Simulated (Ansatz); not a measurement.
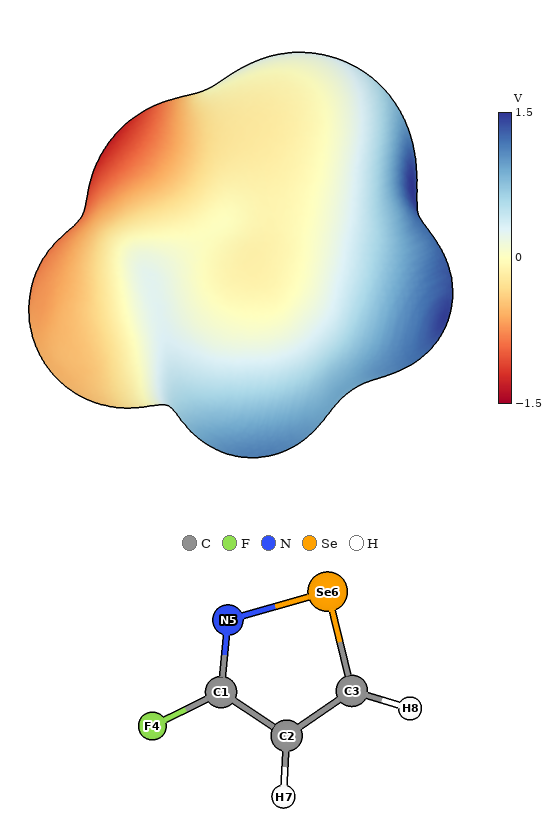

Figure. C₃H₂FNSe (SMILES Fc1cc[se]n1). The electrostatic potential painted on the density surface at 0.001 e/bohr³, seen at a tilt; red is negative and blue positive. The bare structure is drawn below in the same view.

Geometry: PBE0-D3(BJ)/def2-SVP.

All numbers below come from isolated molecule in a Gaussian basis; Kohn-Sham density functional theory, functional PBE0 in Ansatz 0.2.0.

```xyz
8

C    -0.8800   -0.5642   -0.8474
C    -1.0920   -0.6016    0.5693
C    -0.1565   -1.3766    1.1858
F    -1.6924    0.1405   -1.6149
N     0.0971   -1.2114   -1.3889
Se    1.0056   -2.0602   -0.0859
H    -1.9035   -0.0706    1.0673
H    -0.0705   -1.5860    2.2525
```

### Where is the surface potential most negative and most positive?

The most negative region (about −1.4 V) lies over N5, the most positive (about +1.4 V) over C3, Se6 and H8. N5 is the likeliest acceptor of a hydrogen bond.
